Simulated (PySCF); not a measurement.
Vertical excitations of a molecule C3H9BFN from TDDFT-PBE/def2-SVPD (PySCF), as energy in eV (oscillator strength): 6.65 (0.023), 6.98 (0.021), 7.36 (0.006), 7.50 (0.000), 7.64 (0.000), 7.76 (0.022), 7.81 (0.002), 7.84 (0.004), 8.05 (0.002), 8.16 (0.141). Lowest triplet (TDA): 6.44 eV. Geometry optimised at B3LYP-D3(BJ)/def2-SVP. One conformer was computed; it need not be the lowest.

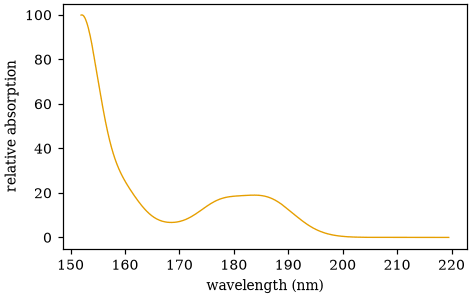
*The lines broadened by 0.4 eV.*

Q: Pick the molecule that these values belong to.
A. CCCB(N)F
B. CCB(F)NC
C. CCN(C)BF
D. CCNB(C)F

A: A, CCCB(N)F
